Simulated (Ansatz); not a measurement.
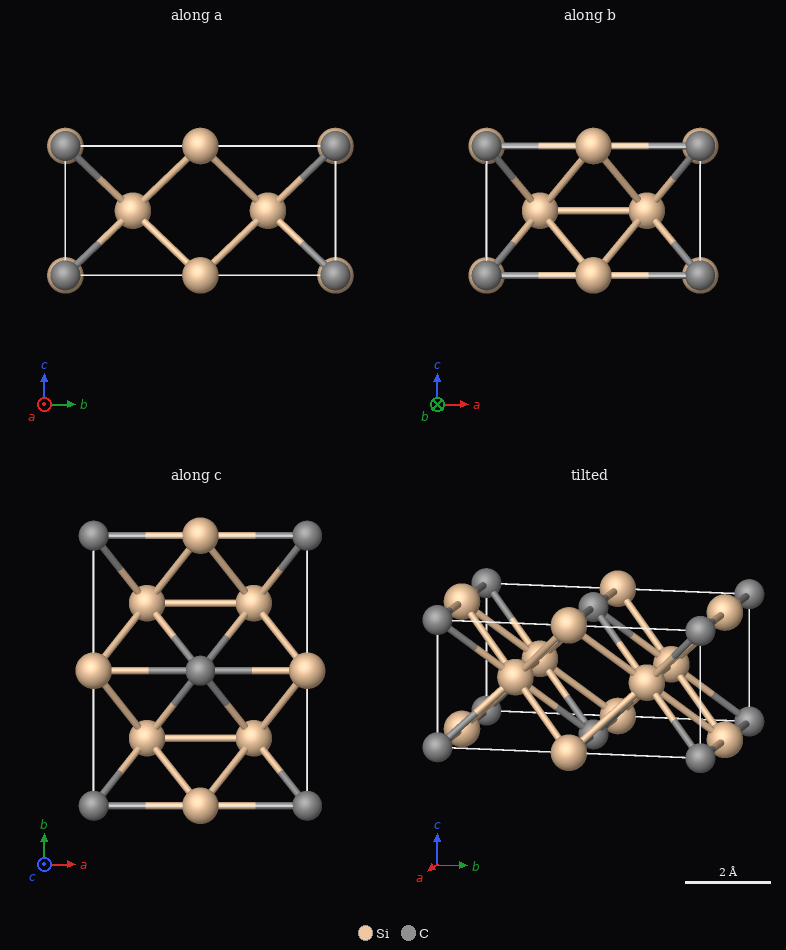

Structure drawing (ball-and-stick), viewed along the a axis, along the b axis, along the c axis and slightly off an axis. The parallelepiped is the conventional unit cell.

Lattice parameters: a = 5.0453 Å, b = 6.3830 Å, c = 3.0577 Å, α = 90.000°, β = 90.000°, γ = 90.000°.

Convert the drawing into a CIF with its space group and independent sites.

```cif
data_structure
_symmetry_space_group_name_H-M 'C m m m'
_symmetry_Int_Tables_number 65
_cell_length_a 5.0453
_cell_length_b 6.3830
_cell_length_c 3.0577
_cell_angle_alpha 90.000
_cell_angle_beta 90.000
_cell_angle_gamma 90.000
_cell_volume 98.47
loop_
_atom_site_label
_atom_site_type_symbol
_atom_site_symmetry_multiplicity
_atom_site_Wyckoff_symbol
_atom_site_fract_x
_atom_site_fract_y
_atom_site_fract_z
_atom_site_occupancy
Si1 Si 4 f 0.7500 0.7500 0.5000 1
Si2 Si 2 b 0.5000 0.0000 0.0000 1
C1 C 2 a 0.0000 0.0000 0.0000 1
```

The cell started as a structure type filled with these elements by a generator (whether the compound takes this form wasn't checked). Earlier steps of the study may have refined or changed the cell and positions. It went into a calculation with Ansatz.
